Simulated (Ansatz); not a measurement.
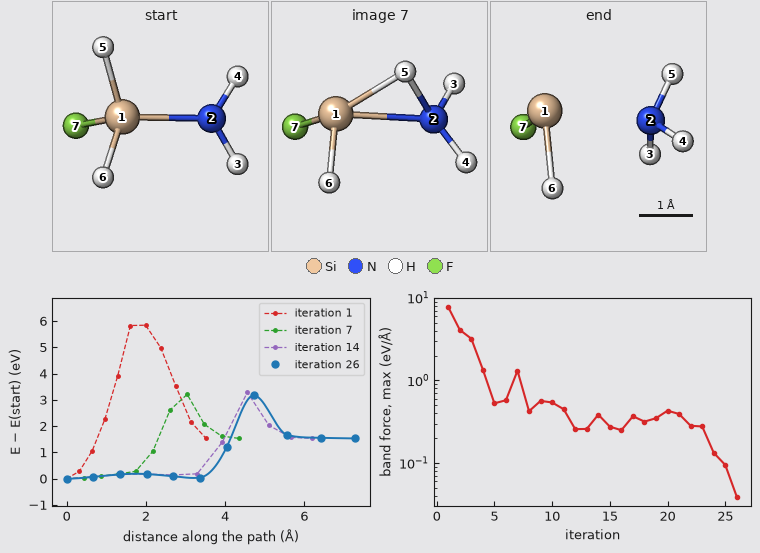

NEB run on SiNH$_{4}$F. Images are numbered from 0 (start) to 10 (end). The plot follows the band through its iterations. A ball-and-stick model, seen at a tilt.

The calculation used Ansatz, RKS B3LYP-D4/def2-SVP. Settings: 9 movable images; climbing image; force threshold 0.05 eV/Å; iteration limit 60; starting path through a guess of the saddle point.

> Did the band converge, and can the barrier be trusted?

The run is converged, with reservations. The band converged in 26 iterations. The largest component of the band force went from 7.7 to 0.039 eV/Å. The climbing image converged on the top of the path. Its vibrational analysis gives one imaginary mode (1501i cm⁻¹), as a transition state must have. The first iteration put the highest image at 5.84 eV. Forward barrier 3.17 eV, backward barrier 1.64 eV, with image 7 at the top; the reaction energy is +1.53 eV.
